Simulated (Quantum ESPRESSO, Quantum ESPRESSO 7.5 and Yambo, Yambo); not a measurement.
# Quasiparticle gap of LiH (Fm-3m) in Yambo

Wanted: ground state, empty states, screening and self-energy for LiH (Fm-3m).

Method: PBE and many-body steps on it, plane waves, in Quantum ESPRESSO 7.5 and Yambo 5.3.0.

The database entry behind the starting cell differs from later determinations by our own check (the deuteride, about 0.2 % short), so it need not match the best structure at ambient conditions.

**1. The structure**

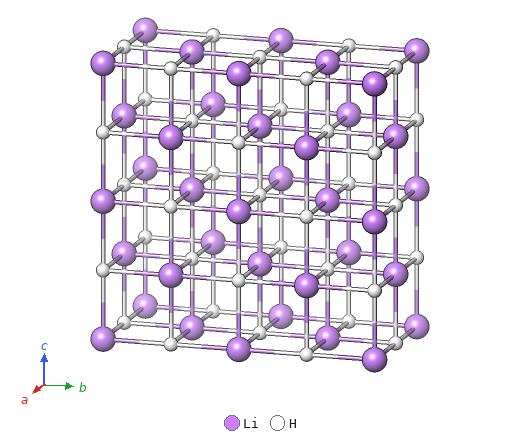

The cell as given, slightly off an axis (lithium purple, hydrogen white). 1×2×2 cells are drawn. This picture shows the conventional cell, with its axes. Some periodic images of atoms are drawn too.

The cell and positions come from the Crystallography Open Database and are kept as given unless a step says otherwise.

**2. Ground state**

This step: Quantum ESPRESSO 7.5; DFT, PBE, plane waves, norm-conserving pseudopotentials.

The ground-state density comes first.

File pw.in:

```
&control
  calculation = 'scf'
  prefix = 'x'
  outdir = 'o'
  pseudo_dir = 'pseudo'
/
&system
  ibrav = 0
  nat = 2
  ntyp = 2
  ecutwfc = 66.0
  nbnd = 7
  force_symmorphic = .true.
/
&electrons
  conv_thr = 1e-10
  electron_maxstep = 80
  mixing_beta = 0.5
/
ATOMIC_SPECIES
  Li 6.94 Li.upf
  H 1.008 H.upf
CELL_PARAMETERS angstrom
  0.0000000000 2.0367500000 2.0367500000
  2.0367500000 -0.0000000000 2.0367500000
  2.0367500000 2.0367500000 -0.0000000000
ATOMIC_POSITIONS crystal
  Li 0.0000000000 0.0000000000 0.0000000000
  H 0.5000000000 0.5000000000 0.5000000000
K_POINTS automatic
  8 8 8 0 0 0
```

Launch:

```console
$ OMP_NUM_THREADS=1 mpirun -n 4 pw.x -nk 4 -in pw.in > pw.out
```

The log of the run:

```text
Program PWSCF v.7.5 starts

     This program is part of the open-source Quantum ESPRESSO suite
     for quantum simulation of materials; please cite
         "P. Giannozzi et al., J. Phys.:Condens. Matter 21 395502 (2009);
         "P. Giannozzi et al., J. Phys.:Condens. Matter 29 465901 (2017);
         "P. Giannozzi et al., J. Chem. Phys. 152 154105 (2020);
     in publications or presentations arising from this work. More details at
     Message from routine setup:
     using ibrav=0 with symmetry is DISCOURAGED, use correct ibrav instead

     G-vector sticks info

     bravais-lattice index     =            0
     lattice parameter (alat)  =       5.4432  a.u.
     unit-cell volume          =     114.0354 (a.u.)^3
     number of atoms/cell      =            2
     number of atomic types    =            2
     number of electrons       =         4.00
     number of Kohn-Sham states=            7
     kinetic-energy cutoff     =      66.0000  Ry
     charge density cutoff     =     264.0000  Ry
     scf convergence threshold =      1.0E-10
     mixing beta               =       0.5000
     number of iterations used =            8  plain     mixing
     Exchange-correlation= PBE
                           (   1   4   3   4   0   0   0)

     celldm(1)=   5.443166  celldm(2)=   0.000000  celldm(3)=   0.000000
     celldm(4)=   0.000000  celldm(5)=   0.000000  celldm(6)=   0.000000

     crystal axes: (cart. coord. in units of alat)
               a(1) = (   0.000000   0.707107   0.707107 )
               a(2) = (   0.707107  -0.000000   0.707107 )
               a(3) = (   0.707107   0.707107  -0.000000 )

     reciprocal axes: (cart. coord. in units 2 pi/alat)
               b(1) = ( -0.707107  0.707107  0.707107 )
               b(2) = (  0.707107 -0.707107  0.707107 )
               b(3) = (  0.707107  0.707107 -0.707107 )
     Pseudo is Norm-conserving, Zval =  3.0
     Generated using ONCVPSP code by D. R. Hamann
     Using radial grid of 1944 points,  4 beta functions with:
     Pseudo is Norm-conserving, Zval =  1.0
     Generated using ONCVPSP code by D. R. Hamann
     Using radial grid of 1166 points,  3 beta functions with:
     Li                3.00     6.94000     Li( 1.00)
     H                 1.00     1.00800     H ( 1.00)

     48 Sym. Ops., with inversion, found

   Cartesian axes

     site n.     atom                  positions (alat units)
         1        Li     tau(   1) = (   0.0000000   0.0000000   0.0000000  )
         2        H      tau(   2) = (   0.7071068   0.7071068   0.7071068  )

     number of k points=    29
                       cart. coord. in units 2pi/alat
        k(    1) = (   0.0000000   0.0000000   0.0000000), wk =   0.0039062
        k(    2) = (   0.0883883   0.0883883  -0.0883883), wk =   0.0312500
        k(    3) = (   0.1767767   0.1767767  -0.1767767), wk =   0.0312500
        k(    4) = (   0.2651650   0.2651650  -0.2651650), wk =   0.0312500
        k(    5) = (  -0.3535534  -0.3535534   0.3535534), wk =   0.0156250
        k(    6) = (   0.1767767   0.0000000   0.0000000), wk =   0.0234375
        k(    7) = (   0.2651650   0.0883883  -0.0883883), wk =   0.0937500
        k(    8) = (   0.3535534   0.1767767  -0.1767767), wk =   0.0937500
        k(    9) = (  -0.2651650  -0.4419417   0.4419417), wk =   0.0937500
        k(   10) = (  -0.1767767  -0.3535534   0.3535534), wk =   0.0937500
     [... 17 further rows ...]
        k(   28) = (  -0.7071068   0.1767767  -0.0000000), wk =   0.0468750
        k(   29) = (  -0.7071068   0.3535534   0.0000000), wk =   0.0234375

     Dense  grid:     8363 G-vectors     FFT dimensions: (  30,  30,  30)

     Initial potential from superposition of free atoms

     starting charge       3.9954, renormalised to       4.0000
     Starting wfcs are    3 randomized atomic wfcs +    4 random wfcs

     per-process dynamical memory:     9.9 Mb

     Self-consistent Calculation

     iteration #  1     ecut=    66.00 Ry     beta= 0.50

     total energy              =     -15.63438007 Ry
     estimated scf accuracy    <       0.05125543 Ry

     iteration #  2     ecut=    66.00 Ry     beta= 0.50

     total energy              =     -15.63485648 Ry
     estimated scf accuracy    <       0.00516580 Ry

     iteration #  3     ecut=    66.00 Ry     beta= 0.50

     total energy              =     -15.63543645 Ry
     estimated scf accuracy    <       0.00003092 Ry

     iteration #  4     ecut=    66.00 Ry     beta= 0.50

     total energy              =     -15.63544290 Ry
     estimated scf accuracy    <       0.00000077 Ry

     iteration #  5     ecut=    66.00 Ry     beta= 0.50

     total energy              =     -15.63544300 Ry
     estimated scf accuracy    <       0.00000002 Ry

     iteration #  6     ecut=    66.00 Ry     beta= 0.50

     total energy              =     -15.63544300 Ry
     estimated scf accuracy    <          2.8E-10 Ry

     iteration #  7     ecut=    66.00 Ry     beta= 0.50

     End of self-consistent calculation

          k = 0.0000 0.0000 0.0000 (  1037 PWs)   bands (ev):

   -43.9079  -4.8608  15.8686  17.7975  17.7975  17.7975  22.4530

          k = 0.0884 0.0884-0.0884 (  1007 PWs)   bands (ev):

   -43.9019  -4.5896  13.8252  16.4524  17.2740  17.2740  21.9729

          k = 0.1768 0.1768-0.1768 (  1022 PWs)   bands (ev):

   -43.8885  -3.8129   9.8558  14.9914  16.6071  16.6071  21.9849

          k = 0.2652 0.2652-0.2652 (  1035 PWs)   bands (ev):

     [... further k-points ...]

     highest occupied, lowest unoccupied level (ev):     0.3929    3.4149

!    total energy              =     -15.63544300 Ry
     estimated scf accuracy    <          5.4E-11 Ry

     The total energy is the sum of the following terms:
     one-electron contribution =      -8.01310483 Ry
     hartree contribution      =       3.28880160 Ry
     xc contribution           =      -4.10568596 Ry
     ewald contribution        =      -6.80545381 Ry

     convergence has been achieved in   7 iterations

     XML data file, charge density, pseudopotentials, collected wavefunctions

=------------------------------------------------------------------------------=
   JOB DONE.
=------------------------------------------------------------------------------=
```

It took 1.4 s on 4 MPI ranks of Arm Neoverse V1, shared host; peak memory 0.05 GiB.

Numbers from this step:

* total energy: -212.7310 eV
* gap: 3.022 eV
* k of the valence top: 0, -0.5, -0.5
* k of the conduction bottom: 0, -0.5, -0.5
* least direct gap: 3.022 eV

The gap is direct, at (0.000, -0.500, -0.500).

**3. Bands along the symmetry lines**

The cheap functional maps the bands first; the places of the edges decide which points the dearer methods must see.

File pw.in:

```
&control
  calculation = 'bands'
  prefix = 'x'
  outdir = 'o'
  pseudo_dir = 'pseudo'
/
&system
  ibrav = 0
  nat = 2
  ntyp = 2
  ecutwfc = 66.0
  nbnd = 8
  force_symmorphic = .true.
/
&electrons
  conv_thr = 1e-9
  electron_maxstep = 80
  diago_full_acc = .true.
  diago_thr_init = 5e-6
/
ATOMIC_SPECIES
  Li 6.94 Li.upf
  H 1.008 H.upf
CELL_PARAMETERS angstrom
  0.0000000000 2.0367500000 2.0367500000
  2.0367500000 -0.0000000000 2.0367500000
  2.0367500000 2.0367500000 -0.0000000000
ATOMIC_POSITIONS crystal
  Li 0.0000000000 0.0000000000 0.0000000000
  H 0.5000000000 0.5000000000 0.5000000000
K_POINTS crystal
  50
  0.00000000 0.00000000 0.00000000 1
  0.06250000 0.00000000 0.06250000 1
  0.12500000 0.00000000 0.12500000 1
  0.18750000 0.00000000 0.18750000 1
  0.25000000 0.00000000 0.25000000 1
  0.31250000 0.00000000 0.31250000 1
  0.37500000 0.00000000 0.37500000 1
  0.43750000 0.00000000 0.43750000 1
  0.50000000 0.00000000 0.50000000 1
  0.51562500 0.03125000 0.51562500 1
  0.53125000 0.06250000 0.53125000 1
  0.54687500 0.09375000 0.54687500 1
  0.56250000 0.12500000 0.56250000 1
  0.57812500 0.15625000 0.57812500 1
  0.59375000 0.18750000 0.59375000 1
  0.60937500 0.21875000 0.60937500 1
  0.62500000 0.25000000 0.62500000 1
  0.37500000 0.37500000 0.75000000 1
  0.32812500 0.32812500 0.65625000 1
  0.28125000 0.28125000 0.56250000 1
  0.23437500 0.23437500 0.46875000 1
  0.18750000 0.18750000 0.37500000 1
  0.14062500 0.14062500 0.28125000 1
  0.09375000 0.09375000 0.18750000 1
  0.04687500 0.04687500 0.09375000 1
  0.00000000 0.00000000 0.00000000 1
  0.06250000 0.06250000 0.06250000 1
  0.12500000 0.12500000 0.12500000 1
  0.18750000 0.18750000 0.18750000 1
  0.25000000 0.25000000 0.25000000 1
  0.31250000 0.31250000 0.31250000 1
  0.37500000 0.37500000 0.37500000 1
  0.43750000 0.43750000 0.43750000 1
  0.50000000 0.50000000 0.50000000 1
  0.50000000 0.46875000 0.53125000 1
  0.50000000 0.43750000 0.56250000 1
  0.50000000 0.40625000 0.59375000 1
  0.50000000 0.37500000 0.62500000 1
  0.50000000 0.34375000 0.65625000 1
  0.50000000 0.31250000 0.68750000 1
  0.50000000 0.28125000 0.71875000 1
  0.50000000 0.25000000 0.75000000 1
  0.50000000 0.21875000 0.71875000 1
  0.50000000 0.18750000 0.68750000 1
  0.50000000 0.15625000 0.65625000 1
  0.50000000 0.12500000 0.62500000 1
  0.50000000 0.09375000 0.59375000 1
  0.50000000 0.06250000 0.56250000 1
  0.50000000 0.03125000 0.53125000 1
  0.50000000 0.00000000 0.50000000 1
```

The log of the run:

```text
[banner, memory and clock lines left out]
Program PWSCF v.7.5 starts

     Atomic positions and unit cell read from directory:
     o/x.save/

     Message from routine setup:
     using ibrav=0 with symmetry is DISCOURAGED, use correct ibrav instead

     G-vector sticks info

     bravais-lattice index     =            0
     lattice parameter (alat)  =       5.4432  a.u.
     unit-cell volume          =     114.0354 (a.u.)^3
     number of atoms/cell      =            2
     number of atomic types    =            2
     number of electrons       =         4.00
     number of Kohn-Sham states=            8
     kinetic-energy cutoff     =      66.0000  Ry
     charge density cutoff     =     264.0000  Ry
     Exchange-correlation= PBE
                           (   1   4   3   4   0   0   0)

     celldm(1)=   5.443166  celldm(2)=   0.000000  celldm(3)=   0.000000
     celldm(4)=   0.000000  celldm(5)=   0.000000  celldm(6)=   0.000000

     crystal axes: (cart. coord. in units of alat)
               a(1) = (   0.000000   0.707107   0.707107 )
               a(2) = (   0.707107  -0.000000   0.707107 )
               a(3) = (   0.707107   0.707107  -0.000000 )

     reciprocal axes: (cart. coord. in units 2 pi/alat)
               b(1) = ( -0.707107  0.707107  0.707107 )
               b(2) = (  0.707107 -0.707107  0.707107 )
               b(3) = (  0.707107  0.707107 -0.707107 )
     Pseudo is Norm-conserving, Zval =  3.0
     Generated using ONCVPSP code by D. R. Hamann
     Using radial grid of 1944 points,  4 beta functions with:
     Pseudo is Norm-conserving, Zval =  1.0
     Generated using ONCVPSP code by D. R. Hamann
     Using radial grid of 1166 points,  3 beta functions with:
     Li                3.00     6.94000     Li( 1.00)
     H                 1.00     1.00800     H ( 1.00)

     48 Sym. Ops., with inversion, found

   Cartesian axes

     site n.     atom                  positions (alat units)
         1        Li     tau(   1) = (   0.0000000   0.0000000   0.0000000  )
         2        H      tau(   2) = (   0.7071068   0.7071068   0.7071068  )

     number of k points=    50
                       cart. coord. in units 2pi/alat
        k(    1) = (   0.0000000   0.0000000   0.0000000), wk =   0.0400000
        k(    2) = (   0.0000000   0.0883883   0.0000000), wk =   0.0400000
        k(    3) = (   0.0000000   0.1767767   0.0000000), wk =   0.0400000
[...]
[... 38 further rows ...]
        k(   49) = (   0.0441942   0.7071068   0.0000000), wk =   0.0400000
        k(   50) = (   0.0000000   0.7071068   0.0000000), wk =   0.0400000

     Dense  grid:     8363 G-vectors     FFT dimensions: (  30,  30,  30)

     The potential is recalculated from file :
     o/x.save/charge-density

     Starting wfcs are    3 randomized atomic wfcs +    5 random wfcs

     Band Structure Calculation

     End of band structure calculation

          k = 0.0000 0.0000 0.0000 (  1037 PWs)   bands (ev):

   -43.9080  -4.8608  15.8686  17.7975  17.7975  17.7975  22.4530  22.4530

          k = 0.0000 0.0884 0.0000 (  1010 PWs)   bands (ev):

   -43.9057  -4.7692  15.3165  17.0481  17.0481  18.2228  20.9417  23.4417

          k = 0.0000 0.1768 0.0000 (  1010 PWs)   bands (ev):

   -43.9002  -4.4931  14.1593  15.6599  15.6599  18.5996  19.1561  24.3970

          k = 0.0000 0.2652-0.0000 (  1010 PWs)   bands (ev):

[...]
k =-0.0000 0.4419 0.0000 (  1030 PWs)   bands (ev):

[...]
k = 0.0000 0.5303-0.0000 (  1030 PWs)   bands (ev):

[...]
k =-0.0000 0.6187 0.0000 (  1030 PWs)   bands (ev):

[...]
k = 0.5303 0.5303-0.0000 (  1021 PWs)   bands (ev):

[...]
k = 0.1326 0.7071-0.0000 (  1030 PWs)   bands (ev):

[...]
k = 0.0884 0.7071-0.0000 (  1030 PWs)   bands (ev):

[...]
k = 0.0442 0.7071 0.0000 (  1030 PWs)   bands (ev):

   -43.8577   0.3848   3.4497  10.6502  11.0110  14.4953  17.0293  33.4802

          k = 0.0000 0.7071 0.0000 (  1034 PWs)   bands (ev):

   -43.8577   0.3929   3.4149  10.9804  10.9804  14.0954  17.0154  34.1275

     XML data file, pseudopotentials, collected wavefunctions
```

Elapsed: 1.2 s, on 4 MPI ranks; peak memory 0.05 GiB.

Numbers from this step:

| Item | Value |
| --- | --- |
| gap | 3.022 eV |
| k of the valence top | 0.5, 0, 0.5 |
| k of the conduction bottom | 0.5, 0, 0.5 |
| least direct gap | 3.022 eV |

The gap is 3.022 eV, as in the run before at this level.

The electronic bands at the labelled points (eV, zero at the top of the highest filled band; v1 is the highest filled band, c1 the lowest empty one):

```csv
point,v2,v1,c1,c2,c3,c4
Γ,-44.30,-5.25,15.48,17.40,17.40,17.40
X,-44.25,0.00,3.02,10.59,10.59,13.70
U,-44.25,-0.47,4.13,7.41,11.68,15.68
jump to K,-44.25,-0.47,4.13,7.41,11.68,15.68
Γ,-44.30,-5.25,15.48,17.40,17.40,17.40
L,-44.26,-2.49,4.80,13.25,16.07,16.07
W,-44.25,-0.20,5.24,5.24,11.40,17.12
X,-44.25,0.00,3.02,10.59,10.59,13.70
```

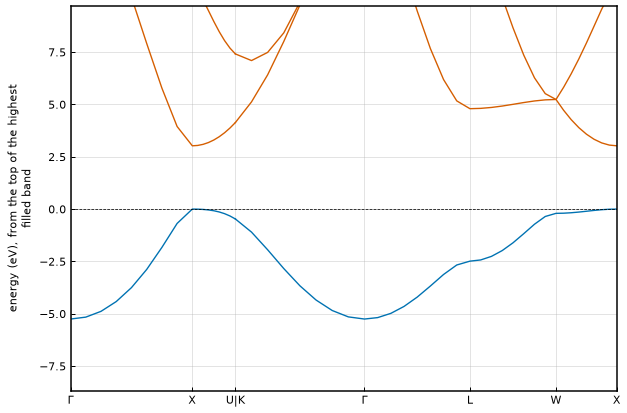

Electronic bands along the path; lines of filled and empty bands in two colours.

**4. Empty states on the mesh, 4×4×4 mesh, 40 bands**

The sums over transitions need many empty states on a uniform mesh; this step solves for them.

File pw.in:

```
&control
  calculation = 'nscf'
  prefix = 'x'
  outdir = 'o'
  pseudo_dir = 'pseudo'
/
&system
  ibrav = 0
  nat = 2
  ntyp = 2
  ecutwfc = 66.0
  nbnd = 40
  force_symmorphic = .true.
/
&electrons
  conv_thr = 1e-9
  electron_maxstep = 80
  diago_full_acc = .true.
  diago_thr_init = 5e-6
/
ATOMIC_SPECIES
  Li 6.94 Li.upf
  H 1.008 H.upf
CELL_PARAMETERS angstrom
  0.0000000000 2.0367500000 2.0367500000
  2.0367500000 -0.0000000000 2.0367500000
  2.0367500000 2.0367500000 -0.0000000000
ATOMIC_POSITIONS crystal
  Li 0.0000000000 0.0000000000 0.0000000000
  H 0.5000000000 0.5000000000 0.5000000000
K_POINTS automatic
  4 4 4 0 0 0
```

The log of the run:

```text
[banner, memory and clock lines left out]
Program PWSCF v.7.5 starts

     Atomic positions and unit cell read from directory:
     o/x.save/

     Message from routine setup:
     using ibrav=0 with symmetry is DISCOURAGED, use correct ibrav instead

     G-vector sticks info

     bravais-lattice index     =            0
     lattice parameter (alat)  =       5.4432  a.u.
     unit-cell volume          =     114.0354 (a.u.)^3
     number of atoms/cell      =            2
     number of atomic types    =            2
     number of electrons       =         4.00
     number of Kohn-Sham states=           40
     kinetic-energy cutoff     =      66.0000  Ry
     charge density cutoff     =     264.0000  Ry
     Exchange-correlation= PBE
                           (   1   4   3   4   0   0   0)

     celldm(1)=   5.443166  celldm(2)=   0.000000  celldm(3)=   0.000000
     celldm(4)=   0.000000  celldm(5)=   0.000000  celldm(6)=   0.000000

     crystal axes: (cart. coord. in units of alat)
               a(1) = (   0.000000   0.707107   0.707107 )
               a(2) = (   0.707107  -0.000000   0.707107 )
               a(3) = (   0.707107   0.707107  -0.000000 )

     reciprocal axes: (cart. coord. in units 2 pi/alat)
               b(1) = ( -0.707107  0.707107  0.707107 )
               b(2) = (  0.707107 -0.707107  0.707107 )
               b(3) = (  0.707107  0.707107 -0.707107 )
     Pseudo is Norm-conserving, Zval =  3.0
     Generated using ONCVPSP code by D. R. Hamann
     Using radial grid of 1944 points,  4 beta functions with:
     Pseudo is Norm-conserving, Zval =  1.0
     Generated using ONCVPSP code by D. R. Hamann
     Using radial grid of 1166 points,  3 beta functions with:
     Li                3.00     6.94000     Li( 1.00)
     H                 1.00     1.00800     H ( 1.00)

     48 Sym. Ops., with inversion, found

   Cartesian axes

     site n.     atom                  positions (alat units)
         1        Li     tau(   1) = (   0.0000000   0.0000000   0.0000000  )
         2        H      tau(   2) = (   0.7071068   0.7071068   0.7071068  )

     number of k points=     8
                       cart. coord. in units 2pi/alat
        k(    1) = (   0.0000000   0.0000000   0.0000000), wk =   0.0312500
        k(    2) = (   0.1767767   0.1767767  -0.1767767), wk =   0.2500000
        k(    3) = (  -0.3535534  -0.3535534   0.3535534), wk =   0.1250000
[...]
k(    7) = (  -0.7071068   0.0000000   0.0000000), wk =   0.0937500
        k(    8) = (  -0.7071068   0.3535534   0.0000000), wk =   0.1875000

     Dense  grid:     8363 G-vectors     FFT dimensions: (  30,  30,  30)

     The potential is recalculated from file :
     o/x.save/charge-density

     Starting wfcs are    3 randomized atomic wfcs +   37 random wfcs

     Band Structure Calculation

     End of band structure calculation

          k = 0.0000 0.0000 0.0000 (  1037 PWs)   bands (ev):

   -43.9080  -4.8608  15.8686  17.7975  17.7975  17.7975  22.4530  22.4530
    22.4530  23.9068  28.3082  28.3082  28.3082  30.5265  30.5265  44.5021
    60.8722  60.8722  60.8722  65.4872  65.4872  65.4872  66.7260  66.7260
[...]
k = 0.1768 0.1768-0.1768 (  1022 PWs)   bands (ev):

[...]
k =-0.3536-0.3536 0.3536 (  1056 PWs)   bands (ev):

[...]
67.4852  69.1596  71.8423  71.8423  72.1611  72.1611  73.4234  73.6573
    73.6573  74.2837  85.2544  89.5411  89.5837  89.5837  90.3764  90.3764

          k = 0.3536 0.0000 0.0000 (  1022 PWs)   bands (ev):

     [... further k-points ...]

     highest occupied, lowest unoccupied level (ev):     0.3929    3.4149

     XML data file, pseudopotentials, collected wavefunctions
```

It took 1.1 s on 4 MPI ranks; peak memory 0.05 GiB; 4.2 s of CPU time.

Numbers from this step:

* gap: 3.022 eV
* k of the valence top: 0, -0.5, -0.5
* k of the conduction bottom: 0, -0.5, -0.5
* least direct gap: 3.022 eV
* k points computed: 8
* lowest point of the top converged band, above the valence top: 85.7791 eV

On this mesh the gap is 3.022 eV.

[end of part 1 of 2]

[Paths, hosts, dates, memory and timing lines, banners, echoed tables and standing remarks are left out of the program output.]

[Logs are printed without paths, hosts, clocks, repeated set-up lines and the standing remarks that a program may print on its own settings, such as how far it seeks lower states.]

[Runs of the session that timed out or met a known fault of the program may be left out.]

[Hosts, paths, dates, database ids (printed as entryN), source tags and the programs' standing remarks are cut or masked in the printed files.]
